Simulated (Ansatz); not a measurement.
# AlH2O2 radical + SiH4O + H2O: a complex and its separated parts, part 3 of 3

Ansatz 0.2.0, Gaussian basis. Earlier steps stand in the parts before.

## 18. PBE-QIDH/def2-TZVPP

The inputs:

parta/in.yaml

```yaml
crystal:
  periodic: [false, false, false]
  atoms:
    - {symbol: Al, position_ang: [-1.868300, 0.414772, 0.656322]}
    - {symbol: O, position_ang: [-2.010263, 0.825639, -0.985485]}
    - {symbol: O, position_ang: [-0.851635, 1.398681, 1.595910]}
    - {symbol: H, position_ang: [-2.558801, 0.329875, -1.591618]}
    - {symbol: H, position_ang: [-0.710325, 1.245136, 2.528929]}
basis:
  gaussian: {orbitals: def2-TZVPP}
magnetization: {spin_polarized: true, initial_magnetization: 1}
hamiltonian: {xc: {name: PBE-QIDH}}
```

partb/in.yaml

```yaml
crystal:
  periodic: [false, false, false]
  atoms:
    - {symbol: O, position_ang: [0.154144, -0.790439, -0.096531]}
    - {symbol: Si, position_ang: [0.487488, -0.903810, -1.706283]}
    - {symbol: H, position_ang: [0.797438, -0.356103, 0.464227]}
    - {symbol: H, position_ang: [-0.665277, -1.608914, -2.311070]}
    - {symbol: H, position_ang: [0.643694, 0.438685, -2.331039]}
    - {symbol: H, position_ang: [1.737895, -1.672671, -1.955966]}
basis:
  gaussian: {orbitals: def2-TZVPP}
hamiltonian: {xc: {name: PBE-QIDH}}
```

partc/in.yaml

```yaml
crystal:
  periodic: [false, false, false]
  atoms:
    - {symbol: H, position_ang: [1.009001, 0.723592, 1.849063]}
    - {symbol: O, position_ang: [1.777281, 0.228231, 1.557245]}
    - {symbol: H, position_ang: [2.057657, -0.272674, 2.326192]}
basis:
  gaussian: {orbitals: def2-TZVPP}
hamiltonian: {xc: {name: PBE-QIDH}}
```

The same command starts each run, in its folder.

Launch:

```sh
> ansatz run in.yaml --threads 4 --pin off --events-out ev --progress --plain --max-ram 46080MiB --backend cpu
```

parta printed (excerpt; [...] marks lines left out):

```text
Functional definition: PBE-QIDH
  name "PBE-QIDH"
  cite "Brémond, Sancho-García, Pérez-Jiménez & Adamo, J. Chem. Phys. 141, 031101 (2014) doi:10.1063/1.4890314"
  cite "Perdew, Burke & Ernzerhof, Phys. Rev. Lett. 77, 3865 (1996) doi:10.1103/PhysRevLett.77.3865"
[...]
820 factors; integrals over basis functions are off by at most 7.9e-4 eV
[...]
mean field -10711.66084007 eV, -393.6462752480 hartree, gradient 4.9e-6 eV, S^2 0.752461; 0 other end points of the search recorded, 0 dependent functions left out
7 core orbitals not correlated: weight in the atoms' cores, before any rotation towards them, 1.000 or more for the frozen orbitals, at most 0.000 for the correlated occupied ones
reference -10711.66085163 eV, -393.6462756730 hartree; 9, 8 occupied and 116, 117 virtual orbitals, 820 factors
second order -16.53730035 eV of doubles, -0.00000000 eV of singles
Total energy: -10717.17328508 eV, -393.8488538657 hartree
```

Log of partb (excerpt; [...] marks lines left out):

```text
[... 4 set-up lines as earlier in the session ...]
[...]
746 factors; integrals over basis functions are off by at most 1.1e-3 eV
[...]
mean field -9979.98622671 eV, -366.7577291541 hartree, gradient 3.7e-6 eV, S^2 0.000000; 0 other end points of the search recorded, 0 dependent functions left out
6 core orbitals not correlated: weight in the atoms' cores, before any rotation towards them, 1.000 or more for the frozen orbitals, at most 0.000 for the correlated occupied ones
reference -9979.98623695 eV, -366.7577295302 hartree; 7, 7 occupied and 116, 116 virtual orbitals, 746 factors
second order -11.46621033 eV of doubles, -0.00000000 eV of singles
Total energy: -9983.80830706 eV, -366.8981880161 hartree
```

Log of partc (excerpt; [...] marks lines left out):

```text
[... 4 set-up lines as earlier in the session ...]
[...]
361 factors; integrals over basis functions are off by at most 7.6e-4 eV
[...]
mean field -2075.58435160 eV, -76.2763180396 hartree, gradient 2.2e-6 eV, S^2 0.000000; 0 other end points of the search recorded, 0 dependent functions left out
1 core orbitals not correlated: weight in the atoms' cores, before any rotation towards them, 1.000 or more for the frozen orbitals, at most 0.000 for the correlated occupied ones
reference -2075.58435709 eV, -76.2763182415 hartree; 4, 4 occupied and 54, 54 virtual orbitals, 361 factors
second order -7.85899620 eV of doubles, -0.00000000 eV of singles
Total energy: -2078.20402249 eV, -76.3725891693 hartree
```

They took 1.1 s (parta), 0.7 s (partb), 0.2 s (partc) on 4 threads of AMD EPYC 7R13, shared host.

## 19. RPA on PBE/def2-TZVPP

Each input of step 18 (parta, partb, partc) changes in the same lines:

```diff
-hamiltonian: {xc: {name: PBE-QIDH}}
+hamiltonian: {xc: pbe}
+correlation: {method: rpa}
```

One command serves all of them, each in its own folder.

Launch:

```sh
> ansatz run in.yaml --threads 4 --pin off --events-out ev --progress --plain --max-ram 46080MiB --backend cpu
```

Output in parta (excerpt; [...] marks lines left out):

```text
[... 4 set-up lines as earlier in the session ...]
[...]
820 factors; integrals over basis functions are off by at most 7.9e-4 eV
[...]
mean field -10719.58195733 eV, -393.9373709381 hartree, gradient 5.0e-6 eV, S^2 0.751695; 0 other end points of the search recorded, 0 dependent functions left out
7 core orbitals not correlated: weight in the atoms' cores, before any rotation towards them, 1.000 or more for the frozen orbitals, at most 0.000 for the correlated occupied ones
reference -10692.28378556 eV, -392.9341816292 hartree; 9, 8 occupied and 116, 117 virtual orbitals, 820 factors
Total energy: -10715.30168741 eV, -393.7800739200 hartree
```

Output in partb (excerpt; [...] marks lines left out):

```text
[... 4 set-up lines as earlier in the session ...]
[...]
746 factors; integrals over basis functions are off by at most 1.1e-3 eV
[...]
mean field -9985.38608859 eV, -366.9561704179 hartree, gradient 5.8e-6 eV, S^2 0.000000; 0 other end points of the search recorded, 0 dependent functions left out
6 core orbitals not correlated: weight in the atoms' cores, before any rotation towards them, 1.000 or more for the frozen orbitals, at most 0.000 for the correlated occupied ones
reference -9964.31007673 eV, -366.1816412679 hartree; 7, 7 occupied and 116, 116 virtual orbitals, 746 factors
Total energy: -9981.80798144 eV, -366.8246774055 hartree
```

partc printed (excerpt; [...] marks lines left out):

```text
[... 4 set-up lines as earlier in the session ...]
[...]
361 factors; integrals over basis functions are off by at most 7.6e-4 eV
[...]
mean field -2078.40755518 eV, -76.3800688578 hartree, gradient 2.1e-6 eV, S^2 0.000000; 0 other end points of the search recorded, 0 dependent functions left out
1 core orbitals not correlated: weight in the atoms' cores, before any rotation towards them, 1.000 or more for the frozen orbitals, at most 0.000 for the correlated occupied ones
reference -2069.53696172 eV, -76.0540805606 hartree; 4, 4 occupied and 54, 54 virtual orbitals, 361 factors
Total energy: -2080.48260452 eV, -76.4563255142 hartree
```

Wall times: 1.2 s (parta), 0.65 s (partb), 0.2 s (partc) on 4 threads of AMD EPYC 7R13, shared host.

## 20. CCSD(T)/def2-TZVPP

Edit parta/in.yaml of step 19 so:

```diff
@@ -11,3 +11,3 @@
 magnetization: {spin_polarized: true, initial_magnetization: 1}
-hamiltonian: {xc: pbe}
-correlation: {method: rpa}
+correlation: {method: ccsd_t}
+scf: {omitted_lower_state_checks: [cluster_reference]}
```

Edit partb/in.yaml of step 19 so:

```diff
@@ -11,3 +11,2 @@
   gaussian: {orbitals: def2-TZVPP}
-hamiltonian: {xc: pbe}
-correlation: {method: rpa}
+correlation: {method: ccsd_t}
```

Edit partc/in.yaml of step 19 so:

```diff
@@ -8,3 +8,2 @@
   gaussian: {orbitals: def2-TZVPP}
-hamiltonian: {xc: pbe}
-correlation: {method: rpa}
+correlation: {method: ccsd_t}
```

The same command starts each run, in its folder.

Launch:

```sh
> ansatz run in.yaml --threads 4 --pin off --events-out ev --progress --plain --max-ram 46080MiB --backend cpu
```

parta printed (excerpt; [...] marks lines left out):

```text
Functional definition: HF
  name "HF"
  cite "Fock, Z. Phys. 61, 126 (1930) doi:10.1007/BF01340294"
[... 1 set-up line as earlier in the session ...]
[...]
820 factors; integrals over basis functions are off by at most 7.9e-4 eV
[...]
mean field -10693.35181610 eV, -392.9734310274 hartree, gradient 3.0e-6 eV, S^2 0.752794; 0 other end points of the search recorded, 0 dependent functions left out
[...]
reference -10693.35181610 eV, -392.9734310274 hartree; 9, 8 occupied and 116, 117 virtual orbitals, 820 factors
second order -14.78049025 eV of doubles, -0.00000000 eV of singles
cycle   1  -14.53687281 eV  change    2.4e-1 eV  update   8.7e-2
[...]
cycle  10  -14.93647735 eV  change    1.7e-5 eV  update   1.5e-5
perturbative correction -0.52971680 eV, -0.0194667335 hartree
Total energy: -10708.81801026 eV, -393.5418031794 hartree
Checks for a lower state left out: cluster_reference
```

Log of partb (excerpt; [...] marks lines left out):

```text
[... 4 set-up lines as earlier in the session ...]
[...]
746 factors; integrals over basis functions are off by at most 1.1e-3 eV
[...]
mean field -9965.09465491 eV, -366.2104739841 hartree, gradient 2.3e-6 eV, S^2 0.000000; 0 other end points of the search recorded, 0 dependent functions left out
6 core orbitals not correlated: weight in the atoms' cores, before any rotation towards them, 1.000 or more for the frozen orbitals, at most 0.000 for the correlated occupied ones
reference -9965.09465491 eV, -366.2104739841 hartree; 7, 7 occupied and 116, 116 virtual orbitals, 746 factors
second order -10.23319812 eV of doubles, -0.00000000 eV of singles
cycle   1  -10.56894873 eV  change   -3.4e-1 eV  update   6.9e-2
[...]
cycle   9  -10.90279381 eV  change   -3.7e-6 eV  update   8.1e-6
perturbative correction -0.32822230 eV, -0.0120619471 hartree
Total energy: -9976.32567102 eV, -366.6232062135 hartree
```

Output in partc (excerpt; [...] marks lines left out):

```text
[... 4 set-up lines as earlier in the session ...]
[...]
361 factors; integrals over basis functions are off by at most 7.6e-4 eV
[...]
mean field -2069.76240802 eV, -76.0623655595 hartree, gradient 3.6e-6 eV, S^2 0.000000; 0 other end points of the search recorded, 0 dependent functions left out
1 core orbitals not correlated: weight in the atoms' cores, before any rotation towards them, 1.000 or more for the frozen orbitals, at most 0.000 for the correlated occupied ones
reference -2069.76240802 eV, -76.0623655595 hartree; 4, 4 occupied and 54, 54 virtual orbitals, 361 factors
second order -7.10556989 eV of doubles, -0.00000000 eV of singles
cycle   1  -7.11163055 eV  change   -6.1e-3 eV  update   4.1e-2
[...]
cycle   8  -7.26608661 eV  change    3.0e-6 eV  update   7.2e-6
perturbative correction -0.20740365 eV, -0.0076219437 hartree
Total energy: -2077.23589829 eV, -76.3370112611 hartree
```

They took 9.5 s (parta), 1.9 s (partb), 0.2 s (partc) on 4 threads of AMD EPYC 7R13, shared host; peak memory 1.5 GiB.

## 21. CCSD(T)/def2-QZVPP

Each input of step 20 (parta, partb, partc) changes in the same lines:

```diff
-  gaussian: {orbitals: def2-TZVPP}
+  gaussian: {orbitals: "def2-QZVPP.json"}
```

The basis file named in the input lies beside it (Basis Set Exchange, JSON).

Launch:

```sh
> ansatz run in.yaml --threads 4 --pin off --events-out ev --progress --plain --max-ram 46080MiB --backend cuda --devices 0, --max-vram 37GiB   # in parta
> ansatz run in.yaml --threads 4 --pin off --events-out ev --progress --plain --max-ram 46080MiB --backend cpu   # in partb
> ansatz run in.yaml --threads 4 --pin off --events-out ev --progress --plain --max-ram 46080MiB --backend cpu   # in partc
```

Output in parta (excerpt; [...] marks lines left out):

```text
[... 4 set-up lines as earlier in the session ...]
[...]
1494 factors; integrals over basis functions are off by at most 1.1e-3 eV
[...]
mean field -10693.76803757 eV, -392.9887268846 hartree, gradient 2.7e-6 eV, S^2 0.752773; 0 other end points of the search recorded, 0 dependent functions left out
[...]
reference -10693.76803757 eV, -392.9887268846 hartree; 9, 8 occupied and 228, 229 virtual orbitals, 1494 factors
second order -16.00445183 eV of doubles, -0.00000000 eV of singles
cycle   1  -15.59375278 eV  change    4.1e-1 eV  update   8.7e-2
[...]
cycle  10  -16.00927014 eV  change    1.6e-5 eV  update   1.6e-5
perturbative correction -0.61712809 eV, -0.0226790389 hartree
Total energy: -10710.39443581 eV, -393.5997357498 hartree
Checks for a lower state left out: cluster_reference
```

partb printed (excerpt; [...] marks lines left out):

```text
[... 4 set-up lines as earlier in the session ...]
[...]
1466 factors; integrals over basis functions are off by at most 7.4e-4 eV
[...]
mean field -9965.46012643 eV, -366.2239048150 hartree, gradient 2.4e-6 eV, S^2 0.000000; 0 other end points of the search recorded, 0 dependent functions left out
6 core orbitals not correlated: weight in the atoms' cores, before any rotation towards them, 1.000 or more for the frozen orbitals, at most 0.000 for the correlated occupied ones
reference -9965.46012643 eV, -366.2239048150 hartree; 7, 7 occupied and 234, 234 virtual orbitals, 1466 factors
second order -11.04497027 eV of doubles, -0.00000000 eV of singles
cycle   1  -11.25257009 eV  change   -2.1e-1 eV  update   6.9e-2
[...]
cycle   9  -11.59496544 eV  change   -7.9e-6 eV  update   9.1e-6
perturbative correction -0.38023659 eV, -0.0139734369 hartree
Total energy: -9977.43532846 eV, -366.6639853724 hartree
```

Output in partc (excerpt; [...] marks lines left out):

```text
[... 4 set-up lines as earlier in the session ...]
[...]
716 factors; integrals over basis functions are off by at most 1.8e-3 eV
[...]
mean field -2069.87834117 eV, -76.0666260240 hartree, gradient 2.2e-6 eV, S^2 0.000000; 0 other end points of the search recorded, 0 dependent functions left out
1 core orbitals not correlated: weight in the atoms' cores, before any rotation towards them, 1.000 or more for the frozen orbitals, at most 0.000 for the correlated occupied ones
reference -2069.87834117 eV, -76.0666260240 hartree; 4, 4 occupied and 112, 112 virtual orbitals, 716 factors
second order -7.69256380 eV of doubles, -0.00000000 eV of singles
cycle   1  -7.60719188 eV  change    8.5e-2 eV  update   4.4e-2
[...]
cycle   8  -7.77294681 eV  change   -3.7e-6 eV  update   7.7e-6
perturbative correction -0.24752856 eV, -0.0090965067 hartree
Total energy: -2077.89881654 eV, -76.3613730574 hartree
```

Wall times: 4.9 s (parta, 1 × a share of an NVIDIA H100 with 4 threads of AMD EPYC 7R13, shared host), 21 s (partb, 4 threads of AMD EPYC 7R13, shared host), 0.91 s (partc, 4 threads of AMD EPYC 7R13, shared host); peak memory 5 GiB.

## 22. Vibrations of AlH2O2 radical

File vib-parta/in.yaml:

```yaml
crystal:
  periodic: [false, false, false]
  atoms:
    - {symbol: Al, position_ang: [-1.868300, 0.414772, 0.656322]}
    - {symbol: O, position_ang: [-2.010263, 0.825639, -0.985485]}
    - {symbol: O, position_ang: [-0.851635, 1.398681, 1.595910]}
    - {symbol: H, position_ang: [-2.558801, 0.329875, -1.591618]}
    - {symbol: H, position_ang: [-0.710325, 1.245136, 2.528929]}
basis:
  gaussian: {orbitals: def2-TZVP}
magnetization: {spin_polarized: true, initial_magnetization: 1}
hamiltonian: {xc: pbe0, dispersion: d4}
phonons: {temperatures: {t_min: 298.15, t_max: 900, t_step: 200}}
```

Launch:

```sh
> ansatz run in.yaml --threads 4 --pin off --events-out ev --progress --plain --max-ram 46080MiB --backend cpu
```

Output (excerpt; [...] marks lines left out):

```text
[... 5 set-up lines as earlier in the session ...]
[...]
669 factors; their error is unknown
[...]
mean field -10719.98768413 eV, -393.9522811232 hartree, gradient 6.3e-5 eV, S^2 0.751850; 0 other end points of the search recorded, 0 dependent functions left out
[...]
Atom 2 at    -0.851635     1.398681     1.595910 Å, force     0.001128     0.002259    -0.001206 eV/Å
Atom 3 at    -2.558801     0.329875    -1.591618 Å, force    -0.000670    -0.000765     0.000287 eV/Å
Atom 4 at    -0.710325     1.245136     2.528929 Å, force    -0.000263    -0.000826     0.000714 eV/Å
Dipole moment:    -0.236581    -0.377228     0.189905 e Å
Vibrations: 229.51 273.76 330.36 580.94 645.28 755.53 908.21 3957.09 3957.30 cm⁻¹, zero-point energy 0.721463 eV
```

It took 14 s on 4 threads of AMD EPYC 7R13, shared host.

The modes, with what each moves most:

| mode | wavenumber (cm⁻¹) | character |
| --- | --- | --- |
| 1 | 230 | bend |
| 2 | 274 | torsion |
| 3 | 330 | torsion |
| 4 | 581 | bend |
| 5 | 645 | bend |
| 6 | 756 | Al–O stretch |
| 7 | 908 | Al–O stretch |
| 8 | 3957 | O–H stretch |
| 9 | 3957 | O–H stretch |

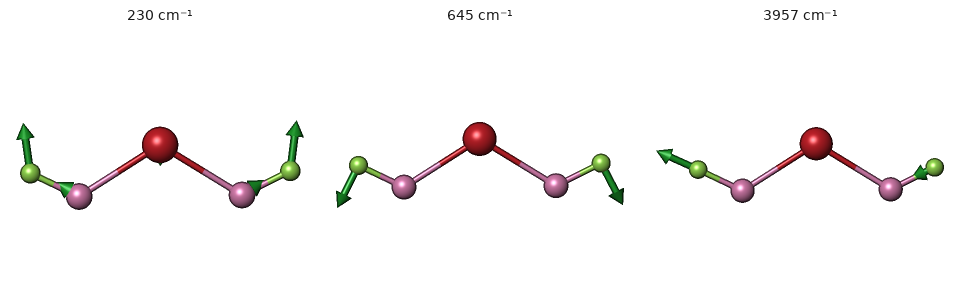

Displacements of 3 modes, as arrows.

Vibrational sums (real modes only):

| T (K) | entropy (J/mol/K) | heat capacity (J/mol/K) |
| --- | --- | --- |
| 298 | 24.9 | 35.0 |
| 498 | 46.2 | 47.0 |
| 698 | 63.0 | 52.2 |
| 898 | 76.5 | 55.4 |

## 23. Vibrations of SiH4O

File vib-partb/in.yaml:

```yaml
crystal:
  periodic: [false, false, false]
  atoms:
    - {symbol: O, position_ang: [0.154144, -0.790439, -0.096531]}
    - {symbol: Si, position_ang: [0.487488, -0.903810, -1.706283]}
    - {symbol: H, position_ang: [0.797438, -0.356103, 0.464227]}
    - {symbol: H, position_ang: [-0.665277, -1.608914, -2.311070]}
    - {symbol: H, position_ang: [0.643694, 0.438685, -2.331039]}
    - {symbol: H, position_ang: [1.737895, -1.672671, -1.955966]}
basis:
  gaussian: {orbitals: def2-TZVP}
hamiltonian: {xc: pbe0, dispersion: d4}
phonons: {temperatures: {t_min: 298.15, t_max: 900, t_step: 200}}
```

Launch:

```sh
> ansatz run in.yaml --threads 4 --pin off --events-out ev --progress --plain --max-ram 46080MiB --backend cpu
```

Output (excerpt; [...] marks lines left out):

```text
[... 5 set-up lines as earlier in the session ...]
[...]
595 factors; their error is unknown
[...]
mean field -9986.23328817 eV, -366.9873044283 hartree, gradient 4.1e-5 eV, S^2 0.000000; 0 other end points of the search recorded, 0 dependent functions left out
[...]
Atom 3 at    -0.665277    -1.608914    -2.311070 Å, force    -0.000098     0.000321     0.000233 eV/Å
Atom 4 at     0.643694     0.438685    -2.331039 Å, force     0.000268    -0.000079     0.000008 eV/Å
Atom 5 at     1.737895    -1.672671    -1.955966 Å, force     0.000354     0.000508     0.000282 eV/Å
Dipole moment:     0.237982     0.135926     0.068290 e Å
Vibrations: 197.19 679.83 719.15 847.79 907.97 946.81 967.02 993.24 2208.57 2213.59 2260.46 3930.57 cm⁻¹, zero-point energy 1.045942 eV
```

It took 11 s on 4 threads of AMD EPYC 7R13, shared host.

The modes, with what each moves most:

| mode | wavenumber (cm⁻¹) | character |
| --- | --- | --- |
| 1 | 197 | torsion |
| 2 | 680 | bend |
| 3 | 719 | bend |
| 4 | 848 | bend with Si–O stretch |
| 5 | 908 | bend with Si–O stretch |
| 6 | 947 | bend with wag or twist |
| 7 | 967 | bend with wag or twist |
| 8 | 993 | bend |
| 9 | 2209 | Si–H stretch |
| 10 | 2214 | Si–H stretch |
| 11 | 2260 | Si–H stretch |
| 12 | 3931 | O–H stretch |

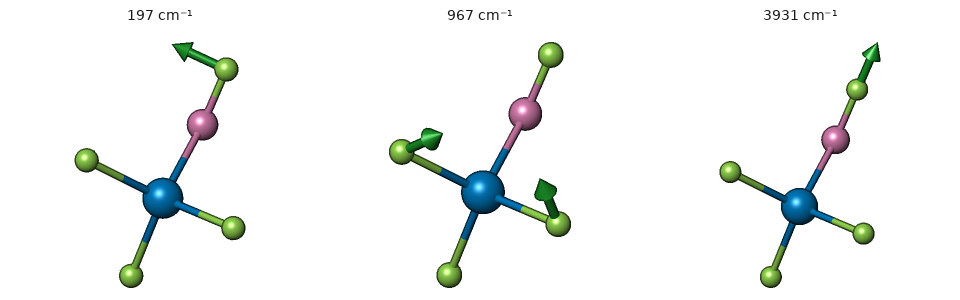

How the atoms move in 3 of the modes.

Vibrational sums (real modes only):

| T (K) | entropy (J/mol/K) | heat capacity (J/mol/K) |
| --- | --- | --- |
| 298 | 14.2 | 24.4 |
| 498 | 32.0 | 45.2 |
| 698 | 49.6 | 58.7 |
| 898 | 65.5 | 68.0 |

## 24. Vibrations of H2O

File vib-partc/in.yaml:

```yaml
crystal:
  periodic: [false, false, false]
  atoms:
    - {symbol: H, position_ang: [1.009001, 0.723592, 1.849063]}
    - {symbol: O, position_ang: [1.777281, 0.228231, 1.557245]}
    - {symbol: H, position_ang: [2.057657, -0.272674, 2.326192]}
basis:
  gaussian: {orbitals: def2-TZVP}
hamiltonian: {xc: pbe0, dispersion: d4}
phonons: {temperatures: {t_min: 298.15, t_max: 900, t_step: 200}}
```

Launch:

```sh
> ansatz run in.yaml --threads 4 --pin off --events-out ev --progress --plain --max-ram 46080MiB --backend cpu
```

Output (excerpt; [...] marks lines left out):

```text
[... 5 set-up lines as earlier in the session ...]
[...]
239 factors; their error is unknown
[...]
mean field -2078.33307680 eV, -76.3773318276 hartree, gradient 1.2e-5 eV, S^2 0.000000; 0 other end points of the search recorded, 0 dependent functions left out
[...]
Total energy: -2078.33734664 eV, -76.3774887413 hartree
Atom 0 at     1.009001     0.723592     1.849063 Å, force     0.000034     0.000005    -0.000086 eV/Å
Atom 1 at     1.777281     0.228231     1.557245 Å, force    -0.000077    -0.000001     0.000168 eV/Å
Atom 2 at     2.057657    -0.272674     2.326192 Å, force     0.000043    -0.000004    -0.000082 eV/Å
Dipole moment:    -0.179903    -0.002044     0.391132 e Å
Vibrations: 1622.90 3851.66 3959.38 cm⁻¹, zero-point energy 0.584829 eV
```

Run time: 0.5 s. Hardware: 4 threads of AMD EPYC 7R13, shared host.

The modes, with what each moves most:

| mode | wavenumber (cm⁻¹) | character |
| --- | --- | --- |
| 1 | 1623 | bend |
| 2 | 3852 | O–H stretch |
| 3 | 3959 | O–H stretch |

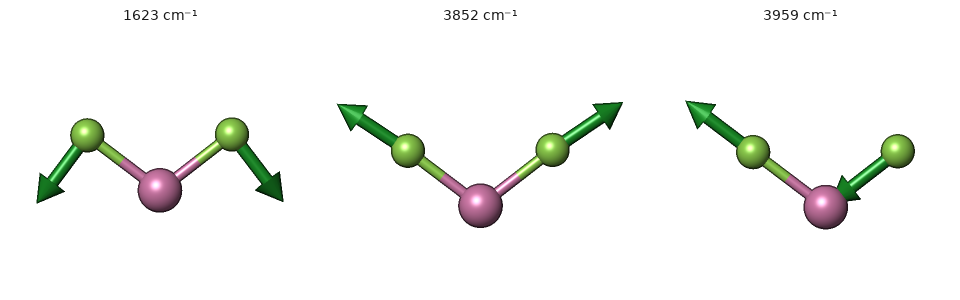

How the atoms move in 3 of the modes.

Vibrational sums (real modes only):

| T (K) | entropy (J/mol/K) | heat capacity (J/mol/K) |
| --- | --- | --- |
| 298 | 0.0 | 0.2 |
| 498 | 0.4 | 1.7 |
| 698 | 1.4 | 3.9 |
| 898 | 2.6 | 6.1 |

## 25. Complex less separated parts

The complex's own energies come from single points at the same levels.

Rows are in def2-TZVPP.

Differences are taken before rounding.

| method | rung | complex less parts (kJ/mol) | from CCSD(T) (kJ/mol) |
| --- | --- | --- | --- |
| SPW92 | LDA | -221.8 | -71.0 |
| PBE-D4 | GGA | -158.2 | -7.4 |
| BLYP-D4 | GGA | -146.3 | +4.5 |
| r2SCAN-D4 | meta-GGA | -163.0 | -12.2 |
| B97M-V | meta-GGA | -146.1 | +4.7 |
| PBE0-D4 | hybrid | -159.3 | -8.5 |
| B3LYP-D4 | hybrid | -151.8 | -1.1 |
| r2SCAN0-D4 | hybrid | -163.8 | -13.0 |
| BHLYP-D4 | hybrid | -158.1 | -7.3 |
| CAM-B3LYP-D4 | range-separated hybrid | -161.3 | -10.5 |
| wB97X-V | range-separated hybrid | -153.3 | -2.5 |
| wB97M-V | range-separated hybrid | -152.1 | -1.3 |
| B2PLYP | double hybrid | -137.8 | +13.0 |
| PBE-QIDH | double hybrid | -153.8 | -3.0 |
| RPA on PBE | RPA | -135.9 | +14.9 |
| Hartree-Fock | wavefunction | -100.5 | +50.3 |
| MP2 | wavefunction | -151.7 | -0.9 |
| CCSD | wavefunction | -143.3 | +7.5 |
| CCSD(T) | wavefunction | -150.8 | 0 |

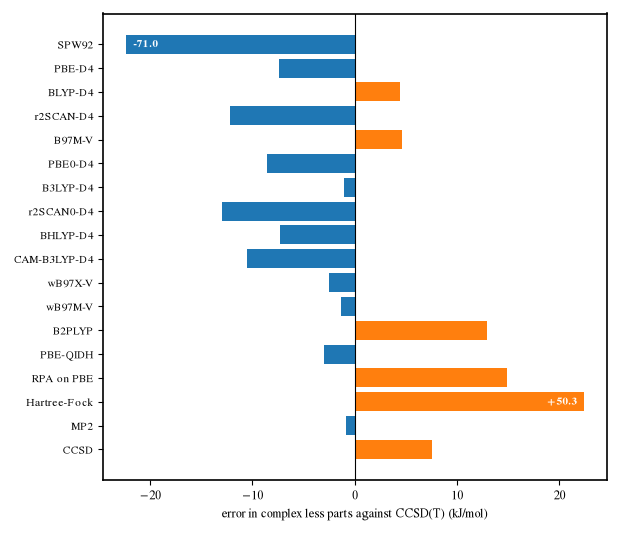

How far each level lands from CCSD(T). Bars with a number in them are cut short.

The complex's zero-point energy, from a separate PBE0-D4 run, is 2.554 eV.

## 26. What came out

The summary covers parts 1 to 3.

| quantity | value |
| --- | --- |
| complex less parts, CCSD(T)/def2-TZVPP | -150.8 kJ/mol |
| with zero-point energy | -131.3 kJ/mol |
| largest T1 diagnostic | 0.016 |

What this shows: At CCSD(T) the complex lies 150.8 kJ/mol below its parts. B3LYP-D4 is the best functional here (-1.1 kJ/mol from CCSD(T)); SPW92 is the worst (-71.0 kJ/mol). By rung, the mean size of the error is: LDA 71.0, GGA 5.9, meta-GGA 8.4, hybrid 7.5, range-separated hybrid 4.8, double hybrid 8.0 kJ/mol. The double hybrids carry no dispersion term here, unlike the levels marked D4 or V. PBE-D4 gives a relative energy 7.4 kJ/mol too low, outside chemical accuracy (1 kcal/mol, 4.2 kJ/mol). No counterpoise was applied, and triple zeta lacks some correlation, so the CCSD(T) reference has a basis error of its own, and close matches with it are partly luck.
